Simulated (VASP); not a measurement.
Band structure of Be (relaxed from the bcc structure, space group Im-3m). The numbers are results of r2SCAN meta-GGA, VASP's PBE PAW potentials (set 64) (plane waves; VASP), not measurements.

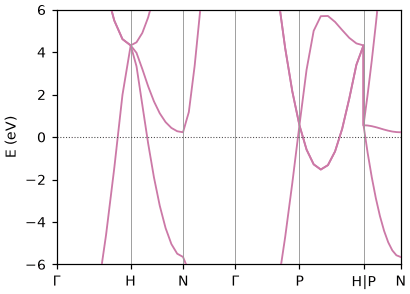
Figure. Bands along high-symmetry lines, zero at the valence-band maximum or, without a gap, the Fermi level

Read the plot: is there a gap, and where are the band edges?

It has no gap at this level: it comes out as a metal or semimetal.

The structure was generated: Be was put into the bcc type (Im-3m), which need not be its known phase. It was relaxed first.
